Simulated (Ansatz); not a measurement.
# U-wB97M-V/def2-SVP (core potential) run of InSiH3OF (SMILES [F][In][O][SiH3])

What is the vertical doublet–quartet gap of InSiH3OF at U-wB97M-V/def2-SVP (core potential)? 

The calculation is run with Ansatz 0.2.0.

99 further runs of the same task are left out: 99 set aside as unsound or not needed. Runs told in other sessions of the task aren't counted.

### Step 1. The structure to begin with

The species is InSiH3OF (7 atoms), meant as a doublet with charge 0. SMILES: `[F][In][O][SiH3]`. Geometry: relaxed at PBE0-D4/def2-TZVP. This is one conformer, not always the lowest.

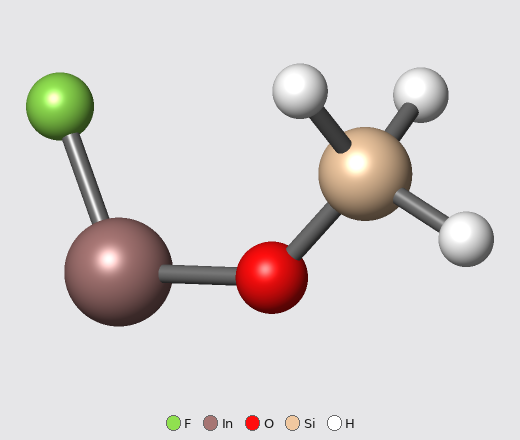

The structure, seen from a chosen angle (fluorine green, indium brown, oxygen red, silicon light orange, hydrogen white).

### Step 2. A single-point energy at U-wB97M-V/def2-SVP (core potential)

job.yaml reads:

```yaml
basis:
  gaussian:
    orbitals: def2-SVP
crystal:
  periodic: [false, false, false]
  atoms:
    - {symbol: F, position_ang: [-0.133500, -2.447500, 1.820600]}
    - {symbol: In, position_ang: [-0.761200, -2.248400, -0.028200]}
    - {symbol: O, position_ang: [-0.475400, -0.461700, -0.849100]}
    - {symbol: Si, position_ang: [0.186800, 0.948700, -0.346200]}
    - {symbol: H, position_ang: [0.075900, 1.937000, -1.452700]}
    - {symbol: H, position_ang: [-0.518200, 1.488800, 0.850500]}
    - {symbol: H, position_ang: [1.625500, 0.783000, 0.005100]}
output: {orbitals: {seedname: orbitals}}
hamiltonian:
  xc: {name: wB97M-V}
accuracy: high
magnetization:
  spin_polarized: true
  initial_magnetization: 1
```

Run with:

```bash
$ ansatz run job.yaml --threads 1 --pin off --max-ram 3480MiB --events-out events.jsonl --progress --plain --runs-dir runs
```

Log:

```text
Warning: RAYON_NUM_THREADS=1 ignored (pool sized by the plan → 1); use --threads N
Functional definition: wB97M-V
  name "wB97M-V"
  parameter omega = 0.3/bohr
  parameter cx = 0.15
  parameter cx01 = 1.007
  parameter cx10 = 0.259
  parameter css00 = 0.443
  parameter css04 = -1.437
  parameter css10 = -4.535
  parameter css20 = -3.390
  parameter css43 = 4.278
  parameter cos00 = 1.000
  parameter cos10 = 1.358
  parameter cos20 = 2.924
  parameter cos21 = -8.812
  parameter cos60 = -1.390
  parameter cos61 = 9.142
  parameter b = 6.0
  parameter c = 0.01
  gx(w, u) = 1 - cx + cx01*u + cx10*w
  gss(w, u) = css00 + css04*u^4 + css10*w + css20*w^2 + css43*w^4*u^3
  gos(w, u) = cos00 + cos10*w + (cos20 + cos21*u)*w^2 + (cos60 + cos61*u)*w^6
  exchange = spin_sum(e_x_unif_sr(omega)*gx(b97_w, b97_u_x)) + cx*exact_x_sr(omega) + exact_x_lr(omega)
  correlation = spin_sum(e_c_pw_mod_same_spin*gss(b97_w, b97_u_same))
      + integral(e_c_pw_mod_opposite_spin*gos(b97_w_opposite, b97_u_opposite)) + vv10(b, c)
1966 factors; integrals over basis functions are off by at most 6.7e-9 eV
398 factors; integrals over basis functions are off by at most 2.3e-9 eV
mean field evaluation 1: about -17848.5747 eV, gradient 4.2e1 eV
mean field evaluation 2: about -17842.5701 eV, gradient 6.1e1 eV
mean field evaluation 4: about -17855.3955 eV, gradient 2.2e0 eV
mean field evaluation 8: about -17855.4931 eV, gradient 2.0e-1 eV
mean field evaluation 16: about -17855.4940 eV, gradient 1.2e-3 eV
mean field evaluation 32: about -17855.4940 eV, gradient 6.1e-8 eV
mean field -17855.49401398 eV, -656.1773021253 hartree, gradient 6.1e-8 eV, S^2 0.753621; 0 other end points of the search recorded, 0 dependent functions left out
reference -17855.49401875 eV, -656.1773023006 hartree; 28, 27 occupied and 59, 60 virtual orbitals, 1966 factors
Total energy: -17855.49401875 eV, -656.1773023006 hartree
```

It took 59 s on 1 thread of Intel Xeon 6975P-C (Granite Rapids), shared host; peak memory 1.2 GiB.

### Step 3. The quartet at the same level

run.yaml reads:

```yaml
crystal:
  periodic: [false, false, false]
  atoms:
    - symbol: F
      position_ang: [-0.133500, -2.447500, 1.820600]
    - symbol: In
      position_ang: [-0.761200, -2.248400, -0.028200]
    - symbol: O
      position_ang: [-0.475400, -0.461700, -0.849100]
    - symbol: Si
      position_ang: [0.186800, 0.948700, -0.346200]
    - symbol: H
      position_ang: [0.075900, 1.937000, -1.452700]
    - symbol: H
      position_ang: [-0.518200, 1.488800, 0.850500]
    - symbol: H
      position_ang: [1.625500, 0.783000, 0.005100]
basis:
  gaussian: {orbitals: def2-SVP}
magnetization: {spin_polarized: true, initial_magnetization: 3}
hamiltonian: {xc: {name: wB97M-V}}
accuracy: high
output: {orbitals: {seedname: orbitals}}
```

Run with:

```bash
$ ansatz run run.yaml --threads 1 --pin off --max-ram 3480MiB --events-out events.jsonl --progress --plain --runs-dir runs
```

Log (excerpt; [...] marks lines left out):

```text
Warning: RAYON_NUM_THREADS=1 ignored (pool sized by the plan → 1); use --threads N
[... 2 set-up lines as earlier in the session ...]
[...]
  gx(w, u) = 1 - cx + cx01*u + cx10*w
  gss(w, u) = css00 + css04*u^4 + css10*w + css20*w^2 + css43*w^4*u^3
  gos(w, u) = cos00 + cos10*w + (cos20 + cos21*u)*w^2 + (cos60 + cos61*u)*w^6
[...]
      + integral(e_c_pw_mod_opposite_spin*gos(b97_w_opposite, b97_u_opposite)) + vv10(b, c)
1966 factors; integrals over basis functions are off by at most 6.7e-9 eV
398 factors; integrals over basis functions are off by at most 2.3e-9 eV
[...]
mean field -17849.68420822 eV, -655.9637957014 hartree, gradient 8.2e-8 eV, S^2 3.759568; 4 other end points of the search recorded, 0 dependent functions left out
reference -17849.68421248 eV, -655.9637958580 hartree; 29, 26 occupied and 58, 61 virtual orbitals, 1966 factors
Total energy: -17849.68421248 eV, -655.9637958580 hartree
```

Wall time 90 s (1 thread of Intel Xeon 6975P-C (Granite Rapids), shared host); peak memory 1.2 GiB.

### Step 4. Results

Level: U-wB97M-V/def2-SVP (core potential).

| quantity | value |
| --- | --- |
| doublet: total energy | -656.17730 Eh |
| doublet: HOMO energy (highest over α and β) | -9.47 eV |
| doublet: LUMO energy (lowest over α and β) | -2.65 eV |
| doublet: ⟨S²⟩ | 0.754 |
| quartet: total energy | -655.96380 Eh |
| quartet: HOMO energy (highest over α and β) | -4.77 eV |
| quartet: ⟨S²⟩ | 3.760 |
| vertical energy of the quartet above the doublet | 5.810 eV |

In words: At this shape the quartet lies 5.81 eV (561 kJ/mol) above the doublet.
